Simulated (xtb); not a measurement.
## Geometry relaxation, with input and output: SnBH5O2 (part 2 of 3)

The same run, continued: SnBH5O2, SMILES O[BH][SnH2][OH]; GFN2-xTB, GBSA solvent ether (xtb 6.7.1). Some settings of this run were made unusual or wrong on purpose. The starting geometry was optimised with GFN2-xTB.

Geometry of the input (Å):
```
O  -0.8347  1.2260  -1.3343
B  0.2093  1.1916  -0.5391
Sn 0.6762  -0.8341  0.3000
O  -0.7213  -1.2012  1.6659
H  -1.1271  2.0563  -1.7174
H  0.8377  2.1424  -0.2538
H  0.6232  -2.1940  -0.7258
H  2.0265  -1.0969  1.2654
H  -1.6013  -1.3364  1.3220
```

## The program's output, continued
```
........................................................................
.............................. CYCLE    7 ..............................
........................................................................

 iter      E             dE          RMSdq      gap      omega  full diag
   1    -14.1222383 -0.141222E+02  0.514E-02    3.71       0.0  T
   2    -14.1222385 -0.201937E-06  0.312E-02    3.71       1.1  T
   3    -14.1222383  0.218380E-06  0.122E-02    3.72       2.7  T
   4    -14.1222386 -0.273209E-06  0.365E-03    3.71       9.1  T
   5    -14.1222386 -0.408990E-08  0.180E-03    3.71      18.5  T
   6    -14.1222386 -0.899885E-08  0.941E-04    3.71      35.4  T
   7    -14.1222386 -0.589408E-09  0.497E-04    3.71      67.0  T
     SCC iter.                  ...        0 min,  0.003 sec
     gradient                   ...        0 min,  0.002 sec
 * total energy  :   -14.0470980 Eh     change       -0.1106701E-04 Eh
   gradient norm :     0.0007434 Eh/α   predicted    -0.9358816E-05 ( -15.44%)
   displ. norm   :     0.0225511 α      lambda       -0.3739853E-05
   maximum displ.:     0.0144802 α      in ANC's #8, #5, #2, ...

........................................................................
.............................. CYCLE    8 ..............................
........................................................................

 iter      E             dE          RMSdq      gap      omega  full diag
   1    -14.1222127 -0.141222E+02  0.545E-02    3.72       0.0  T
   2    -14.1222128 -0.988662E-07  0.354E-02    3.72       1.0  T
   3    -14.1222117  0.105393E-05  0.198E-02    3.72       1.7  T
   4    -14.1222129 -0.120438E-05  0.177E-03    3.72      18.8  T
   5    -14.1222129 -0.138662E-07  0.149E-03    3.72      22.3  T
   6    -14.1222129 -0.154036E-08  0.802E-04    3.72      41.5  T
   7    -14.1222129 -0.482798E-09  0.129E-04    3.72     258.1  T
     SCC iter.                  ...        0 min,  0.003 sec
     gradient                   ...        0 min,  0.003 sec
 * total energy  :   -14.0471001 Eh     change       -0.2063441E-05 Eh
   gradient norm :     0.0004768 Eh/α   predicted    -0.1871665E-05 (  -9.29%)
   displ. norm   :     0.0095025 α      lambda       -0.9189486E-06
   maximum displ.:     0.0085174 α      in ANC's #4, #9, #5, ...

   *** GEOMETRY OPTIMIZATION CONVERGED AFTER 8 ITERATIONS ***

------------------------------------------------------------------------
 total energy gain   :        -0.0005479 Eh       -0.3438 kcal/mol
 total RMSD          :         0.0650616 a0        0.0344 Å
 total power (kW/mol):        -0.1798018 (step)  -22.2211 (real)
------------------------------------------------------------------------

 ANCopt (total)                0 d,  0 h,  0 min,  0.065 sec
 optimizer setup                ...        0 min,  0.000 sec (  0.098%)
 model hessian                  ...        0 min,  0.000 sec (  0.561%)
 ANC generation                 ...        0 min,  0.000 sec (  0.278%)
 coordinate transformation      ...        0 min,  0.000 sec (  0.153%)
 single point calculation       ...        0 min,  0.060 sec ( 92.456%)
 optimization log               ...        0 min,  0.001 sec (  1.211%)
 hessian update                 ...        0 min,  0.000 sec (  0.153%)
 rational function              ...        0 min,  0.001 sec (  1.364%)

================
 final structure:
================
9
 xtb: 6.7.1
O           -0.82764391833796        1.24056681111062       -1.32663593269904
B            0.21428894772174        1.23025662317899       -0.54977681850431
Sn           0.69224901154119       -0.81109361076917        0.29622400640523
O           -0.73060153045559       -1.19616188984086        1.66314659093999
H           -1.17224056993724        2.04155614070712       -1.73817371116418
H            0.85666617690913        2.16674840161370       -0.24956362043023
H            0.62275445482791       -2.21046902129304       -0.71228523432730
H            2.04058492409276       -1.14804170129727        1.28229345733496
H           -1.60756749636193       -1.35965175341010        1.31765126244489

 Bond Distances (Angstroems)
 ---------------------------
O1-B2=1.2997         O1-H5=0.9642         B2-O1=1.2997         B2-Sn3=2.2608        B2-H6=1.1746         Sn3-B2=2.2608
Sn3-O4=2.0103        Sn3-H7=1.7263        Sn3-H8=1.7041        O4-Sn3=2.0103        O4-H9=0.9566         H5-O1=0.9642
H6-B2=1.1746         H7-Sn3=1.7263        H8-Sn3=1.7041        H9-O4=0.9566
 B  H  Rav=1.1746 sigma=0.0000  Rmin=1.1746  Rmax=1.1746     1
 O  H  Rav=0.9604 sigma=0.0038  Rmin=0.9566  Rmax=0.9642     2
 O  B  Rav=1.2997 sigma=0.0000  Rmin=1.2997  Rmax=1.2997     1
 Sn H  Rav=1.7152 sigma=0.0111  Rmin=1.7041  Rmax=1.7263     2
 Sn B  Rav=2.2608 sigma=0.0000  Rmin=2.2608  Rmax=2.2608     1
 Sn O  Rav=2.0103 sigma=0.0000  Rmin=2.0103  Rmax=2.0103     1

 selected bond angles (degree)
 --------------------
H5-O1-B2=123.24                Sn3-B2-O1=113.60               H6-B2-O1=125.79                H6-B2-Sn3=120.57
O4-Sn3-B2=106.13               H7-Sn3-B2=120.32               H7-Sn3-O4=102.33               H8-Sn3-B2=124.22
H8-Sn3-O4= 97.39               H8-Sn3-H7=102.10               H9-O4-Sn3=115.85

 selected dihedral angles (degree)
 ---------------------------------
Sn3-B2-O1-H5=177.92           H6-B2-O1-H5=  0.19            O4-Sn3-B2-O1=287.91           O4-Sn3-B2-H6=105.76
H7-Sn3-B2-O1= 43.15           H7-Sn3-B2-H6=221.01           H8-Sn3-B2-O1=176.89           H8-Sn3-B2-H6=354.75
H9-O4-Sn3-B2= 70.00           H9-O4-Sn3-H7=303.05           H9-O4-Sn3-H8=198.89
           -------------------------------------------------
          |                Final Singlepoint                |
           -------------------------------------------------

          ...................................................
          :                      SETUP                      :
          :.................................................:
          :  # basis functions                  27          :
          :  # atomic orbitals                  26          :
          :  # shells                           14          :
          :  # electrons                        24          :
          :  max. iterations                   250          :
          :  Hamiltonian                  GFN2-xTB          :
          :  restarted?                      false          :
          :  GBSA solvation                   true          :
          :  PC potential                    false          :
          :  electronic temp.          300.0000000     K    :
          :  accuracy                    1.0000000          :
          :  -> integral cutoff          0.2500000E+02      :
          :  -> integral neglect         0.1000000E-07      :
          :  -> SCF convergence          0.1000000E-05 Eh   :
          :  -> wf. convergence          0.1000000E-03 e    :
          :  Broyden damping             0.4000000          :
          :  net charge                          0          :
          :  unpaired electrons                  0          :
          ...................................................

 iter      E             dE          RMSdq      gap      omega  full diag
   1    -14.1222129 -0.141222E+02  0.667E-05    3.72       0.0  T
   2    -14.1222129 -0.168754E-11  0.275E-05    3.72    1210.0  T
   3    -14.1222129  0.259348E-12  0.340E-05    3.72     979.1  T

   *** convergence criteria satisfied after 3 iterations ***

         #    Occupation            Energy/Eh            Energy/eV
      -------------------------------------------------------------
         1        2.0000           -0.7694843             -20.9387
       ...           ...                  ...                  ...
         6        2.0000           -0.5356022             -14.5745
         7        2.0000           -0.5152869             -14.0217
         8        2.0000           -0.4898728             -13.3301
         9        2.0000           -0.4411396             -12.0040
        10        2.0000           -0.4342727             -11.8172
        11        2.0000           -0.4194231             -11.4131
        12        2.0000           -0.3910586             -10.6412 (HOMO)
        13                         -0.2544891              -6.9250 (LUMO)
        14                         -0.1784771              -4.8566
        15                         -0.1281801              -3.4880
        16                         -0.1120660              -3.0495
        17                         -0.0696836              -1.8962
       ...                                ...                  ...
        26                          0.7099739              19.3194
      -------------------------------------------------------------
                  HL-Gap            0.1365695 Eh            3.7162 eV
             Fermi-level           -0.3227739 Eh           -8.7831 eV

 SCC (total)                   0 d,  0 h,  0 min,  0.006 sec
 SCC setup                      ...        0 min,  0.000 sec (  4.888%)
 Dispersion                     ...        0 min,  0.000 sec (  0.953%)
 classical contributions        ...        0 min,  0.000 sec (  0.270%)
 integral evaluation            ...        0 min,  0.001 sec ( 20.393%)
 iterations                     ...        0 min,  0.002 sec ( 25.340%)
 molecular gradient             ...        0 min,  0.003 sec ( 44.116%)
 printout                       ...        0 min,  0.000 sec (  3.624%)

         :::::::::::::::::::::::::::::::::::::::::::::::::::::
         ::                     SUMMARY                     ::
         :::::::::::::::::::::::::::::::::::::::::::::::::::::
         :: total energy             -14.047100075540 Eh    ::
         :: total w/o Gsasa/hb       -14.032379050214 Eh    ::
         :: gradient norm              0.000478016800 Eh/a0 ::
         :: HOMO-LUMO gap              3.716246583056 eV    ::
         ::.................................................::
         :: SCC energy               -14.122207191404 Eh    ::
         :: -> isotropic ES            0.090525379704 Eh    ::
         :: -> anisotropic ES          0.001084830473 Eh    ::
         :: -> anisotropic XC         -0.000512828106 Eh    ::
         :: -> dispersion             -0.004260513453 Eh    ::
         :: -> Gsolv                  -0.024809605825 Eh    ::
         ::    -> Gelec               -0.010088580499 Eh    ::
         ::    -> Gsasa               -0.007673955504 Eh    ::
         ::    -> Ghb                 -0.009603515359 Eh    ::
         ::    -> Gshift               0.002556445537 Eh    ::
         :: repulsion energy           0.075107115864 Eh    ::
         :: add. restraining           0.000000000000 Eh    ::
         :: total charge               0.000000000000 e     ::
         :::::::::::::::::::::::::::::::::::::::::::::::::::::

           -------------------------------------------------
          |                Property Printout                |
           -------------------------------------------------

    * Orbital Energies and Occupations

         #    Occupation            Energy/Eh            Energy/eV
      -------------------------------------------------------------
         1        2.0000           -0.7694843             -20.9387
         2        2.0000           -0.7273561             -19.7924
         3        2.0000           -0.6405573             -17.4305
         4        2.0000           -0.6240977             -16.9826
         5        2.0000           -0.5652316             -15.3807
         6        2.0000           -0.5356022             -14.5745
         7        2.0000           -0.5152869             -14.0217
         8        2.0000           -0.4898728             -13.3301
         9        2.0000           -0.4411396             -12.0040
        10        2.0000           -0.4342727             -11.8172
        11        2.0000           -0.4194231             -11.4131
        12        2.0000           -0.3910586             -10.6412 (HOMO)
        13                         -0.2544891              -6.9250 (LUMO)
        14                         -0.1784771              -4.8566
        15                         -0.1281801              -3.4880
        16                         -0.1120660              -3.0495
        17                         -0.0696836              -1.8962
        18                         -0.0342286              -0.9314
        19                          0.0188361               0.5126
        20                          0.1262308               3.4349
        21                          0.1568933               4.2693
        22                          0.2998377               8.1590
        23                          0.4758913              12.9497
       ...                                ...                  ...
        26                          0.7099739              19.3194
      -------------------------------------------------------------
                  HL-Gap            0.1365695 Eh            3.7162 eV
             Fermi-level           -0.3227739 Eh           -8.7831 eV

     #   Z          covCN         q      C6AA      α(0)
     1   8 O        1.606    -0.403    20.938     6.176
     2   5 B        2.656     0.353    16.517     6.845
     3  50 Sn       3.564     0.171   327.356    33.065
     4   8 O        1.572    -0.594    25.085     6.758
     5   1 H        0.805     0.396     0.492     1.102
     6   1 H        0.937    -0.099     5.536     3.679
     7   1 H        0.920    -0.082     4.967     3.486
     8   1 H        0.926    -0.060     4.352     3.262
     9   1 H        0.814     0.319     0.665     1.280

 Mol. C6AA /au·bohr⁶  :       1571.440296
 Mol. C8AA /au·bohr⁸  :      88951.728820
 Mol. α(0) /au        :         65.651018

Wiberg/Mayer (AO) data.
largest (>0.10) Wiberg bond orders for each atom

 ---------------------------------------------------------------------------
     #   Z sym  total        # sym  WBO       # sym  WBO       # sym  WBO
 ---------------------------------------------------------------------------
     1   8 O    2.333 --     2 B    1.502     5 H    0.809
     2   5 B    3.328 --     1 O    1.502     6 H    0.973     3 Sn   0.509
                             8 H    0.133     7 H    0.128
     3  50 Sn   2.950 --     4 O    0.955     8 H    0.745     7 H    0.738
                             2 B    0.509
     4   8 O    2.016 --     3 Sn   0.955     9 H    0.885
     5   1 H    0.835 --     1 O    0.809
     6   1 H    0.990 --     2 B    0.973
     7   1 H    0.993 --     3 Sn   0.738     2 B    0.128
     8   1 H    0.988 --     3 Sn   0.745     2 B    0.133
     9   1 H    0.898 --     4 O    0.885
 ---------------------------------------------------------------------------

Topologies differ in total number of bonds
Writing topology from bond orders to xtbtopo.mol

molecular dipole:
                 x           y           z       tot (Debye)
 q only:       -0.518       1.731      -1.624
   full:       -0.877       2.350      -1.921       8.030
molecular quadrupole (traceless):
                xx          xy          yy          xz          yz          zz
 q only:        2.132      -1.547       1.877       1.626      -2.126      -4.009
  q+dip:        2.534      -0.017       1.753       1.907      -1.193      -4.287
   full:        2.745      -0.273       1.605       0.885      -2.039      -4.350

           -------------------------------------------------
          |                Geometry Summary                 |
           -------------------------------------------------

      molecular mass/u    :      166.5596542
   center of mass at/Å    :        0.3620848      -0.4970480       0.2071584
  moments of inertia/u·Å² :        0.7197578E+02   0.2080955E+03   0.2563586E+03
rotational constants/cm⁻¹ :        0.2342126E+00   0.8100911E-01   0.6575803E-01

 * 6 selected distances

     #   Z          #   Z                                           value/Å
     1   8 O        2   5 B                                       1.2997080
     1   8 O        5   1 H                                       0.9642066
     2   5 B        6   1 H                                       1.1746461
     3  50 Sn       7   1 H                                       1.7263176 (max)
     3  50 Sn       8   1 H                                       1.7040767
     4   8 O        9   1 H                                       0.9566428 (min)

 * 4 distinct bonds (by element types)

   Z      Z             #   av. dist./Å        max./Å        min./Å
   1 H    5 B           1     1.1746461     1.1746461     1.1746461
   1 H    8 O           2     0.9604247     0.9642066     0.9566428
   5 B    8 O           1     1.2997080     1.2997080     1.2997080
   1 H   50 Sn          2     1.7151971     1.7263176     1.7040767

optimized geometry written to: xtbopt.xyz

           -------------------------------------------------
          | TOTAL ENERGY              -14.047100075540 Eh   |
          | GRADIENT NORM               0.000478016800 Eh/α |
          | HOMO-LUMO GAP               3.716246583056 eV   |
           -------------------------------------------------

------------------------------------------------------------------------
------------------------------------------------------------------------
 total:
 *  cpu-time:     0 d,  0 h,  0 min,  0.097 sec
 * ratio c/w:     1.000 speedup
 SCF:
 *  cpu-time:     0 d,  0 h,  0 min,  0.009 sec
 * ratio c/w:     1.000 speedup
 ANC optimizer:
 *  cpu-time:     0 d,  0 h,  0 min,  0.072 sec
 * ratio c/w:     1.000 speedup
```

## Trajectory as extended XYZ (Å, eV, eV/Å), 8 frames, from step=0 to step=7
```
9
Properties=species:S:1:pos:R:3 step=0 energy=-382.22616
O    -0.8347    1.2260   -1.3343
B     0.2093    1.1916   -0.5391
Sn    0.6762   -0.8341    0.3000
O    -0.7213   -1.2012    1.6659
H    -1.1271    2.0563   -1.7174
H     0.8377    2.1424   -0.2538
H     0.6232   -2.1940   -0.7258
H     2.0265   -1.0969    1.2654
H    -1.6013   -1.3364    1.3220
9
Properties=species:S:1:pos:R:3 step=1 energy=-382.23226
O    -0.8373    1.2375   -1.3377
B     0.2084    1.2158   -0.5520
Sn    0.6860   -0.7984    0.2920
O    -0.7130   -1.2271    1.6543
H    -1.1428    2.0628   -1.7279
H     0.8375    2.1633   -0.2563
H     0.6252   -2.2136   -0.6843
H     2.0280   -1.1450    1.2713
H    -1.6035   -1.3415    1.3235
9
Properties=species:S:1:pos:R:3 step=2 energy=-382.23887
O    -0.8362    1.2366   -1.3340
B     0.2063    1.2178   -0.5501
Sn    0.6900   -0.8144    0.2956
O    -0.7224   -1.2168    1.6588
H    -1.1465    2.0585   -1.7320
H     0.8444    2.1594   -0.2541
H     0.6247   -2.2118   -0.7099
H     2.0402   -1.1327    1.2797
H    -1.6119   -1.3429    1.3289
9
Properties=species:S:1:pos:R:3 step=3 energy=-382.23986
O    -0.8304    1.2363   -1.3329
B     0.2129    1.2241   -0.5550
Sn    0.6836   -0.8172    0.2933
O    -0.7269   -1.2102    1.6659
H    -1.1566    2.0529   -1.7314
H     0.8490    2.1641   -0.2513
H     0.6345   -2.2136   -0.7188
H     2.0362   -1.1360    1.2787
H    -1.6138   -1.3467    1.3343
9
Properties=species:S:1:pos:R:3 step=4 energy=-382.24045
O    -0.8318    1.2398   -1.3300
B     0.2066    1.2294   -0.5490
Sn    0.6900   -0.8157    0.2934
O    -0.7272   -1.2068    1.6646
H    -1.1612    2.0500   -1.7391
H     0.8544    2.1631   -0.2517
H     0.6304   -2.2148   -0.7187
H     2.0385   -1.1414    1.2839
H    -1.6113   -1.3498    1.3294
9
Properties=species:S:1:pos:R:3 step=5 energy=-382.24071
O    -0.8302    1.2410   -1.3314
B     0.2116    1.2283   -0.5553
Sn    0.6943   -0.8123    0.2983
O    -0.7290   -1.2067    1.6636
H    -1.1679    2.0487   -1.7373
H     0.8544    2.1622   -0.2487
H     0.6228   -2.2111   -0.7145
H     2.0429   -1.1436    1.2850
H    -1.6104   -1.3529    1.3231
9
Properties=species:S:1:pos:R:3 step=6 energy=-382.24101
O    -0.8287    1.2402   -1.3282
B     0.2136    1.2296   -0.5516
Sn    0.6920   -0.8116    0.2959
O    -0.7291   -1.2033    1.6629
H    -1.1686    2.0446   -1.7376
H     0.8551    2.1656   -0.2492
H     0.6227   -2.2125   -0.7119
H     2.0404   -1.1438    1.2819
H    -1.6090   -1.3552    1.3207
9
Properties=species:S:1:pos:R:3 step=7 energy=-382.24107
O    -0.8276    1.2406   -1.3266
B     0.2143    1.2303   -0.5498
Sn    0.6923   -0.8111    0.2962
O    -0.7306   -1.1962    1.6631
H    -1.1722    2.0416   -1.7382
H     0.8567    2.1667   -0.2496
H     0.6228   -2.2105   -0.7123
H     2.0406   -1.1480    1.2823
H    -1.6076   -1.3597    1.3176
```

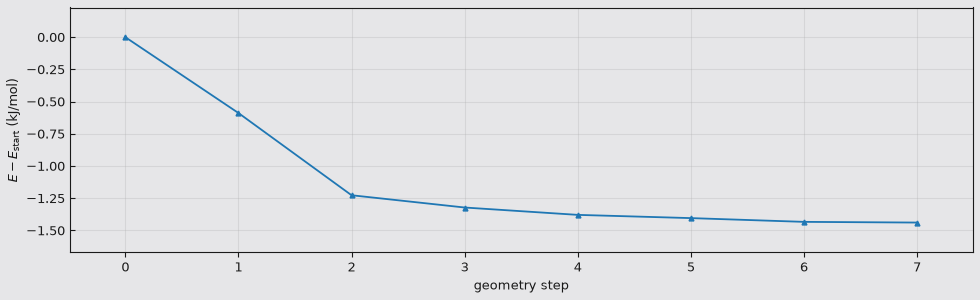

Figure 1. Progress of the relaxation, step by step (steps are counted from 0).
